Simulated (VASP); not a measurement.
# PIr2: accuracy against cost in the SCF threshold and SCF solver

Aim: find what the SCF threshold and SCF solver change for PIr2, and what they cost. The atoms are off their equilibrium sites, so that forces can be compared too. The series runs use r2SCAN. The SCF threshold tried: EDIFF = 0.01; EDIFF = 0.001; EDIFF = 1E-04; EDIFF = 1E-05; EDIFF = 1E-06; EDIFF = 1E-08. The SCF solver tried: ALGO = Normal; ALGO = Fast; ALGO = VeryFast; ALGO = All; ALGO = Damped; AMIX = 0.1, BMIX = 0.01; AMIX = 0.8; IMIX = 1, AMIX = 0.2. The atoms of the start are displaced at random from the sites of a Fm-3m cell.

Calculated with VASP 6.6.1; r2SCAN; plane waves and PAW (P, Ir).

The database entry behind the starting cell differs from later determinations by our own check (0.1 to 0.3 % short, probably kX units), so it need not match the best structure at ambient conditions.

**1. The structure**

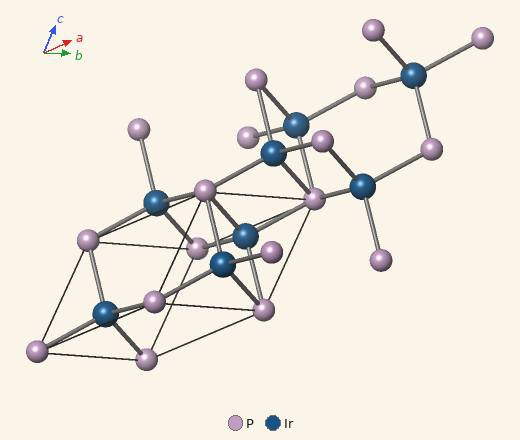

The cell as given, from a free direction (phosphorus pink, iridium blue). 2×1×2 cells are drawn. Some periodic images of atoms are drawn too.

**2. SCF threshold: EDIFF = 0.01**

EDIFF stops the electronic loop; forces need it tighter than energies do. r2SCAN adds the kinetic-energy density, costs more than a GGA and is run with LASPH.

INCAR

```
SYSTEM = PIr2
PREC = Accurate
ENCUT = 400
EDIFF = 0.01
NELM = 100
ISMEAR = -1
SIGMA = 0.05
LREAL = .FALSE.
ALGO = Normal
METAGGA = R2SCAN
LASPH = .TRUE.
NBANDS = 17
LORBIT = 11
LWAVE = .FALSE.
LCHARG = .FALSE.
KPAR = 4
ISIF = 2
```

POSCAR

```
PIr2
1.0
    0.0000000000      2.7675000000      2.7675000000
    2.7675000000      0.0000000000      2.7675000000
    2.7675000000      2.7675000000      0.0000000000
P Ir
1 2
Direct
   -0.0006980000     -0.0018240000      0.0097090000
    0.2376690000      0.2520630000      0.2591990000
    0.7571980000      0.7409000000      0.7626800000
```

KPOINTS

```
Automatic mesh
0
Gamma
7 7 7
0 0 0
```

Potentials, in the order of the species: P and Ir (PBE family, release 64).

On the command line:

```
mpirun -np 4 vasp_std
```

What it wrote:

```text
[banner, memory and clock lines left out]
running    4 mpi-ranks, on    1 nodes
 distrk:  each k-point on    1 cores,    4 groups
 distr:  one band on    1 cores,    1 groups

 POSCAR found type information on POSCAR P Ir
 POSCAR found :  2 types and       3 ions
|                                                                             |
|               ----> ADVICE to this user running VASP <----                  |
|                                                                             |
|     You enforced a specific xc type in the INCAR file but a different       |
|     [... a line on the potential file left out ...]
|     I HOPE YOU KNOW WHAT YOU ARE DOING!                                     |
|                                                                             |

 LDA part: xc-table for (None), standard interpolation
 POSCAR, INCAR and KPOINTS ok, starting setup
 FFT: planning ... GRIDC
 FFT: planning ... GRID_SOFT
 FFT: planning ... GRID
 WAVECAR not read
 entering main loop
       N       E                     dE             d eps       ncg     rms          rms(c)
DAV:   1     0.691902937082E+02    0.69190E+02   -0.91646E+03  5848   0.105E+03
DAV:   2    -0.112212867947E+03   -0.18140E+03   -0.17311E+03  5895   0.328E+02
DAV:   3    -0.120485471727E+03   -0.82726E+01   -0.81322E+01  7796   0.726E+01
DAV:   4    -0.120625736901E+03   -0.14027E+00   -0.13989E+00  7202   0.969E+00
DAV:   5    -0.120628654769E+03   -0.29179E-02   -0.29168E-02  8013   0.130E+00    0.257E+01
DAV:   6    -0.115160888236E+03    0.54678E+01   -0.47873E+00  7814   0.250E+01    0.993E+00
DAV:   7    -0.115116025420E+03    0.44863E-01   -0.21436E-01  7602   0.497E+00    0.575E+00
DAV:   8    -0.115101355658E+03    0.14670E-01   -0.24030E-02  6330   0.128E+00    0.540E-01
DAV:   9    -0.115100282953E+03    0.10727E-02   -0.33405E-03  3442   0.744E-01
   1 F= -.11510028E+03 E0= -.11509638E+03  d E =-.780880E-02
```

Wall time 30 s (4 MPI ranks of Intel Xeon 6975P-C (Granite Rapids), shared host); peak memory 0.85 GiB.

The logs omit lines about the potential files and the build; timing stands in the text.

From OUTCAR (step 2):

```text
ion  position               nearest neighbor table
   1  0.999  0.998  0.010-   2 2.37   3 2.37   2 2.38   3 2.39   2 2.40   3 2.41   3 2.42   2 2.43

  LATTYP: Found a face centered cubic cell.
 ALAT       =     5.5350000000

 Subroutine GETGRP returns: Found  1 space group operations
 (whereof  1 operations were pure point group operations)

The static configuration has the point symmetry C_1 .

 Found    172 irreducible k-points:

   k-points           NKPTS =    172   k-points in BZ     NKDIM =    172   number of bands    NBANDS=     17

   dimension x,y,z NGX =    28 NGY =   28 NGZ =   28
   dimension x,y,z NGXF=    56 NGYF=   56 NGZF=   56

   ENCUT  =  400.0 eV  29.40 Ry    5.42 a.u.   6.38  6.38  6.38*2*pi/ulx,y,z

   NELECT =      23.0000    total number of electrons

 k-points in reciprocal lattice and weights: Automatic mesh
   0.00000000  0.00000000  0.00000000       0.003
   0.14285714  0.00000000  0.00000000       0.006
   0.00000000  0.14285714  0.00000000       0.006
   0.00000000  0.00000000  0.14285714       0.006
   0.14285714  0.14285714  0.14285714       0.006
   0.28571429  0.00000000  0.00000000       0.006
   0.00000000  0.28571429  0.00000000       0.006
   0.00000000  0.00000000  0.28571429       0.006
   0.28571429  0.28571429  0.28571429       0.006
[...]
0.28571429  0.42857143 -0.28571429       0.006
   0.42857143 -0.28571429  0.14285714       0.006

 average (electrostatic) potential at core
       1 -83.1031       2 -53.5620       3 -53.5592

 E-fermi :   9.7250

 k-point     1 :       0.0000    0.0000    0.0000
  band No.  band energies     occupation
    ...
      5       3.6489      2.00000
      6       3.6543      2.00000
      7       9.0486      2.00000
      8       9.1616      1.99997
      9       9.2103      1.99993
     10      10.7313      0.00000
     11      11.5100      0.00000
     12      11.5383      0.00000
     13      14.3383      0.00000
     14      14.5632      0.00000
    ...

 k-point     2 :       0.1429    0.0000    0.0000
  band No.  band energies     occupation
    ...
      5       3.8784      2.00000
      6       3.8877      2.00000
      7       8.5375      2.00000
      8       8.8230      2.00000
      9       8.8920      2.00000
     10      10.5270      0.00000
     11      10.5619      0.00000
     12      11.3537      0.00000
     13      12.7053      0.00000
     14      14.4674      0.00000
    ...

 k-point     3 :       0.0000    0.1429    0.0000
  band No.  band energies     occupation
    ...
      5       3.8781      2.00000
      6       3.9140      2.00000
      7       8.6087      2.00000
      8       8.7303      2.00000
      9       8.8366      2.00000
     10      10.5305      0.00000
     11      10.6363      0.00000
     12      11.2969      0.00000
     13      12.5422      0.00000
     14      14.2490      0.00000
    ...

  Total        0.9130689      1.1690295      0.9175346      0.1476315     -0.1406985      0.3206119
  in kB       34.5081176     44.1817758     34.6768922      5.5795170     -5.3174953     12.1170608
  external PRESSURE =      37.7889285 kB  Pullay stress =       0.0000000 kB

  energy-cutoff  :      400.00
  volume of cell :       42.39
      direct lattice vectors                 reciprocal lattice vectors
     0.000000000  2.767500000  2.767500000    -0.180668473  0.180668473  0.180668473
     2.767500000  0.000000000  2.767500000     0.180668473 -0.180668473  0.180668473
     2.767500000  2.767500000  0.000000000     0.180668473  0.180668473 -0.180668473

 POSITION                                       TOTAL-FORCE (eV/Angst)
 -----------------------------------------------------------------------------------
      2.78932      2.79244      5.52802        -0.034700     -0.016247     -0.118176
      1.41492      1.37508      1.35533        -0.268869      0.811176      0.369647
      4.16116      4.20626      4.14599         0.303569     -0.794929     -0.251471
 -----------------------------------------------------------------------------------
    total drift:                                0.000203     -0.000048     -0.000514

  FREE ENERGIE OF THE ION-ELECTRON SYSTEM (eV)
  ---------------------------------------------------
  free  energy   TOTEN  =      -115.1002829529 eV

  energy  without entropy=     -115.0924741495  energy(sigma->0) =     -115.09637855

 total charge
# of ion       s       p       d       tot
------------------------------------------
    1        0.944   1.406   0.000   2.349
    2        0.638   0.716   7.268   8.622
    3        0.638   0.716   7.266   8.620
--------------------------------------------------
tot          2.219   2.838  14.534  19.591

[... 3 further parts left out ...]
```

This run has no spin polarisation. Its electron count is odd, so without a moment it is a metal by construction. The k-mesh is coarse for a metal. The PAW data sets were made with PBE, which is usual practice but a small mismatch for other functionals.

Numbers from this step:

```
SCF cycles              : 9
electrons               : 23
bands                   : 17
irreducible k-points    : 172
symmetry operations     : 1
free energy (TOTEN)     : -115.1003 eV
energy at zero smearing : -115.0964 eV
Fermi energy            : 9.725 eV
pressure                : 3.779 GPa
metallic                : yes
```

The series starts at -38.3655 eV an atom and 3.78 GPa, after 9 cycles in 30 s.

**3. SCF threshold: EDIFF = 0.001**

Edit INCAR of step 2 so:

```diff
@@ -3,3 +3,3 @@
 ENCUT = 400
-EDIFF = 0.01
+EDIFF = 0.001
 NELM = 100
```

POSCAR is that of step 2.

KPOINTS is that of step 2.

On the command line:

```
mpirun -np 4 vasp_std
```

What it wrote:

```text
[banner, memory and clock lines left out]
running    4 mpi-ranks, on    1 nodes
[...]
[... a notice as in an earlier step ...]

 LDA part: xc-table for (None), standard interpolation
 POSCAR, INCAR and KPOINTS ok, starting setup
[...]
entering main loop
       N       E                     dE             d eps       ncg     rms          rms(c)
[... 4 cycles as in an earlier step ...]
DAV:   5    -0.120628668241E+03   -0.29313E-02   -0.29303E-02  8101   0.130E+00    0.257E+01
DAV:   6    -0.115160898622E+03    0.54678E+01   -0.47876E+00  7814   0.250E+01    0.993E+00
DAV:   7    -0.115116027705E+03    0.44871E-01   -0.21440E-01  7604   0.497E+00    0.575E+00
DAV:   8    -0.115101358880E+03    0.14669E-01   -0.24058E-02  6533   0.128E+00    0.541E-01
DAV:   9    -0.115100349360E+03    0.10095E-02   -0.39580E-03  7158   0.741E-01    0.301E-01
DAV:  10    -0.115100497316E+03   -0.14796E-03   -0.48369E-04  3604   0.269E-01
   1 F= -.11510050E+03 E0= -.11509659E+03  d E =-.780971E-02
```

Elapsed: 33 s, on 4 MPI ranks; peak memory 0.84 GiB.

OUTCAR, selected parts (step 3):

```text
  Total        1.0028744      1.2580523      1.0071793      0.1383387     -0.1319612      0.2976135
  in kB       37.9021850     47.5462623     38.0648803      5.2283094     -4.9872806     11.2478724
  external PRESSURE =      41.1711092 kB  Pullay stress =       0.0000000 kB

 POSITION                                       TOTAL-FORCE (eV/Angst)
 -----------------------------------------------------------------------------------
      2.78932      2.79244      5.52802        -0.034739     -0.016674     -0.119363
      1.41492      1.37508      1.35533        -0.269636      0.813949      0.371102
      4.16116      4.20626      4.14599         0.304375     -0.797274     -0.251739
 -----------------------------------------------------------------------------------
    total drift:                                0.000133      0.000094     -0.000565

  FREE ENERGIE OF THE ION-ELECTRON SYSTEM (eV)
  ---------------------------------------------------
  free  energy   TOTEN  =      -115.1004973159 eV

  energy  without entropy=     -115.0926876012  energy(sigma->0) =     -115.09659246

[... 2 parts as in an earlier step ...]

[... 1 further part left out ...]
[key lines of the parts left out:]
E-fermi :   9.7214
```

Against the run before the energy moves by -0.07 meV an atom and the pressure by +0.34 GPa, after 10 cycles in 33 s.

**4. SCF threshold: EDIFF = 1E-04**

Edit INCAR of step 3 so:

```diff
@@ -3,3 +3,3 @@
 ENCUT = 400
-EDIFF = 0.001
+EDIFF = 1E-04
 NELM = 100
```

POSCAR is that of step 3.

KPOINTS is that of step 3.

On the command line:

```
mpirun -np 4 vasp_std
```

What it wrote:

```text
[... set-up lines as in an earlier step ...]
 entering main loop
       N       E                     dE             d eps       ncg     rms          rms(c)
[... 8 cycles as in an earlier step ...]
DAV:   9    -0.115100352210E+03    0.10067E-02   -0.39866E-03  8449   0.741E-01    0.301E-01
DAV:  10    -0.115100506366E+03   -0.15416E-03   -0.53814E-04  6646   0.262E-01    0.107E-01
DAV:  11    -0.115100493682E+03    0.12684E-04   -0.17429E-04  3857   0.206E-01
   1 F= -.11510049E+03 E0= -.11509659E+03  d E =-.780917E-02
```

Elapsed: 36 s, on 4 MPI ranks; peak memory 0.84 GiB; 2.3 min of CPU time.

OUTCAR, selected parts (step 4):

```text
  Total        1.0156227      1.2707613      1.0199783      0.1359659     -0.1302404      0.2930885
  in kB       38.3839890     48.0265821     38.5486035      5.1386323     -4.9222471     11.0768564
  external PRESSURE =      41.6530582 kB  Pullay stress =       0.0000000 kB

 POSITION                                       TOTAL-FORCE (eV/Angst)
 -----------------------------------------------------------------------------------
      2.78932      2.79244      5.52802        -0.034743     -0.016059     -0.118787
      1.41492      1.37508      1.35533        -0.269613      0.813404      0.370659
      4.16116      4.20626      4.14599         0.304356     -0.797344     -0.251872
 -----------------------------------------------------------------------------------
    total drift:                                0.000378     -0.000857     -0.000359

  FREE ENERGIE OF THE ION-ELECTRON SYSTEM (eV)
  ---------------------------------------------------
  free  energy   TOTEN  =      -115.1004936818 eV

  energy  without entropy=     -115.0926845109  energy(sigma->0) =     -115.09658910

[... 2 parts as in an earlier step ...]

[... 1 further part left out ...]
[key lines of the parts left out:]
E-fermi :   9.7210
```

Against the run before the energy stays within 0.01 meV an atom; the pressure moves by +0.05 GPa, after 11 cycles in 36 s.

**5. SCF threshold: EDIFF = 1E-05**

Edit INCAR of step 4 so:

```diff
@@ -3,3 +3,3 @@
 ENCUT = 400
-EDIFF = 1E-04
+EDIFF = 1E-05
 NELM = 100
```

POSCAR is that of step 4.

KPOINTS is that of step 4.

On the command line:

```
mpirun -np 4 vasp_std
```

What it wrote:

```text
[... set-up lines as in an earlier step ...]
 entering main loop
       N       E                     dE             d eps       ncg     rms          rms(c)
[... 9 cycles as in an earlier step ...]
DAV:  10    -0.115100506693E+03   -0.15448E-03   -0.54139E-04  7536   0.262E-01    0.108E-01
DAV:  11    -0.115100495749E+03    0.10944E-04   -0.19184E-04  8541   0.204E-01    0.461E-02
DAV:  12    -0.115100487345E+03    0.84035E-05   -0.14788E-05  3801   0.600E-02
   1 F= -.11510049E+03 E0= -.11509658E+03  d E =-.780829E-02
```

Run time: 40 s. Hardware: 4 MPI ranks; peak memory 0.84 GiB; 2.6 min of CPU time.

From OUTCAR (step 5):

```text
  Total        1.0249149      1.2801284      1.0292899      0.1362257     -0.1303705      0.2933151
  in kB       38.7351749     48.3805962     38.9005191      5.1484525     -4.9271642     11.0854208
  external PRESSURE =      42.0054301 kB  Pullay stress =       0.0000000 kB

 POSITION                                       TOTAL-FORCE (eV/Angst)
 -----------------------------------------------------------------------------------
      2.78932      2.79244      5.52802        -0.034502     -0.016501     -0.118640
      1.41492      1.37508      1.35533        -0.269652      0.813389      0.370548
      4.16116      4.20626      4.14599         0.304155     -0.796888     -0.251908
 -----------------------------------------------------------------------------------
    total drift:                                0.000019      0.000464      0.000336

  FREE ENERGIE OF THE ION-ELECTRON SYSTEM (eV)
  ---------------------------------------------------
  free  energy   TOTEN  =      -115.1004873453 eV

  energy  without entropy=     -115.0926790590  energy(sigma->0) =     -115.09658320

[... 2 parts as in an earlier step ...]

[... 1 further part left out ...]
[key lines of the parts left out:]
E-fermi :   9.7212
```

Against the run before the energy stays within 0.01 meV an atom; the pressure moves by +0.04 GPa, after 12 cycles in 40 s.

**6. SCF threshold: EDIFF = 1E-06**

Edit INCAR of step 5 so:

```diff
@@ -3,3 +3,3 @@
 ENCUT = 400
-EDIFF = 1E-05
+EDIFF = 1E-06
 NELM = 100
```

POSCAR is that of step 5.

KPOINTS is that of step 5.

On the command line:

```
mpirun -np 4 vasp_std
```

What it wrote:

```text
[... set-up lines as in an earlier step ...]
 entering main loop
       N       E                     dE             d eps       ncg     rms          rms(c)
[... 10 cycles as in an earlier step ...]
DAV:  11    -0.115100495807E+03    0.10886E-04   -0.19243E-04  9053   0.204E-01    0.467E-02
DAV:  12    -0.115100487529E+03    0.82775E-05   -0.16675E-05  8107   0.599E-02    0.788E-03
DAV:  13    -0.115100485894E+03    0.16349E-05   -0.14694E-06  4017   0.965E-03    0.283E-03
DAV:  14    -0.115100485728E+03    0.16653E-06   -0.29039E-07  3658   0.798E-03
   1 F= -.11510049E+03 E0= -.11509658E+03  d E =-.780864E-02
```

Elapsed: 45 s, on 4 MPI ranks; peak memory 0.83 GiB.

OUTCAR, selected parts (step 6):

```text
  Total        1.0219072      1.2772492      1.0262894      0.1375059     -0.1315319      0.2965264
  in kB       38.6215019     48.2717812     38.7871216      5.1968369     -4.9710562     11.2067856
  external PRESSURE =      41.8934682 kB  Pullay stress =       0.0000000 kB

 POSITION                                       TOTAL-FORCE (eV/Angst)
 -----------------------------------------------------------------------------------
      2.78932      2.79244      5.52802        -0.034564     -0.016387     -0.118567
      1.41492      1.37508      1.35533        -0.269467      0.812794      0.370311
      4.16116      4.20626      4.14599         0.304031     -0.796407     -0.251744
 -----------------------------------------------------------------------------------
    total drift:                                0.000076      0.000128      0.000075

  FREE ENERGIE OF THE ION-ELECTRON SYSTEM (eV)
  ---------------------------------------------------
  free  energy   TOTEN  =      -115.1004857280 eV

  energy  without entropy=     -115.0926770872  energy(sigma->0) =     -115.09658141

[... 2 parts as in an earlier step ...]

[... 1 further part left out ...]
[key lines of the parts left out:]
E-fermi :   9.7213
```

Against the run before the energy stays within 0.01 meV an atom; the pressure moves by -0.01 GPa, after 14 cycles in 45 s.

**7. SCF threshold: EDIFF = 1E-08**

Edit INCAR of step 6 so:

```diff
@@ -3,3 +3,3 @@
 ENCUT = 400
-EDIFF = 1E-06
+EDIFF = 1E-08
 NELM = 100
```

POSCAR is that of step 6.

KPOINTS is that of step 6.

On the command line:

```
mpirun -np 4 vasp_std
```

What it wrote:

```text
[... set-up lines as in an earlier step ...]
 entering main loop
       N       E                     dE             d eps       ncg     rms          rms(c)
[... 11 cycles as in an earlier step ...]
DAV:  12    -0.115100487535E+03    0.82715E-05   -0.16734E-05  8731   0.599E-02    0.791E-03
DAV:  13    -0.115100485909E+03    0.16268E-05   -0.15292E-06  7376   0.932E-03    0.243E-03
DAV:  14    -0.115100485733E+03    0.17511E-06   -0.18019E-07  7769   0.488E-03    0.103E-03
DAV:  15    -0.115100485485E+03    0.24791E-06   -0.15810E-08  4319   0.150E-03    0.413E-04
DAV:  16    -0.115100485497E+03   -0.11467E-07   -0.30375E-09  3790   0.600E-04    0.126E-04
DAV:  17    -0.115100485490E+03    0.68010E-08   -0.66237E-10  3498   0.285E-04
   1 F= -.11510049E+03 E0= -.11509658E+03  d E =-.780858E-02
```

It took 53 s on 4 MPI ranks; peak memory 0.84 GiB; 3.5 min of CPU time.

From OUTCAR (step 7):

```text
  Total        1.0210489      1.2763205      1.0254328      0.1374611     -0.1314904      0.2964143
  in kB       38.5890642     48.2366822     38.7547469      5.1951413     -4.9694878     11.2025477
  external PRESSURE =      41.8601645 kB  Pullay stress =       0.0000000 kB

 POSITION                                       TOTAL-FORCE (eV/Angst)
 -----------------------------------------------------------------------------------
      2.78932      2.79244      5.52802        -0.034575     -0.016389     -0.118619
      1.41492      1.37508      1.35533        -0.269426      0.812656      0.370294
      4.16116      4.20626      4.14599         0.304001     -0.796268     -0.251675
 -----------------------------------------------------------------------------------
    total drift:                                0.000053      0.000084     -0.000032

  FREE ENERGIE OF THE ION-ELECTRON SYSTEM (eV)
  ---------------------------------------------------
  free  energy   TOTEN  =      -115.1004854902 eV

  energy  without entropy=     -115.0926769097  energy(sigma->0) =     -115.09658120

[... 2 parts as in an earlier step ...]

[... 1 further part left out ...]
[key lines of the parts left out:]
E-fermi :   9.7213
```

Against the run before the energy stays within 0.01 meV an atom and the pressure within 0.01 GPa, after 17 cycles in 53 s.

[end of part 1 of 3]

[Lines on the potential files, build, host, timing and source positions are cut from VASP's logs without a mark.]

[Logs are printed without paths, hosts, clocks, repeated set-up lines and the standing remarks that a program may print on its own settings, such as how far it seeks lower states.]

[Hosts, paths, dates, database ids (printed as entryN), source tags and the programs' standing remarks are cut or masked in the printed files.]

[A measured line is paired with the nearest computed mode of its activity, which favours agreement.]

[In band tables of VASP the shares of atoms and orbitals are scaled to a sum of 1 inside the atoms' spheres.]
